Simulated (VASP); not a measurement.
Here is the system:

```
CELL_PARAMETERS angstrom
      2.33900    -4.05127     0.00000
      2.33900     4.05127     0.00000
      0.00000     0.00000     7.64065
ATOMIC_POSITIONS crystal
  Ag 0.66667 0.33333 0.50011
  Ag 0.33333 0.66667 0.00011
  I  0.66667 0.33333 0.87489
  I  0.33333 0.66667 0.37489
```

Computed with PW91 GGA, VASP's PBE PAW potentials (set 64) (plane waves; VASP). Numerical set-up: 520 eV cut-off, 6×6×4 Γ-centred mesh, tetrahedra with Blöchl corrections, potentials Ag I.

Unless said otherwise, spin-orbit coupling is left out, though it shifts the bands of the heavy elements here.

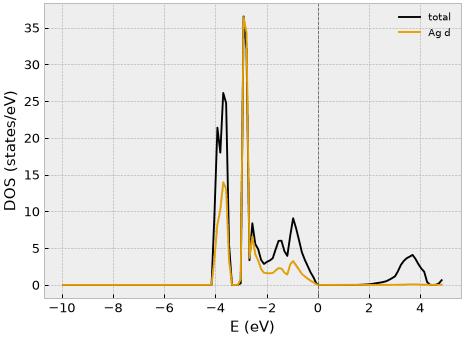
Figure: Total and projected density of states, zero at the valence-band maximum

Within 2 eV below the valence-band maximum the largest weight inside VASP's projection spheres is Ag d, then I p.

The gap is direct, 1.37 eV, from the valence maximum at Γ to the conduction minimum at Γ.

The compound is AgI in the wurtzite structure. It was relaxed first, which changed the volume by +6 %.
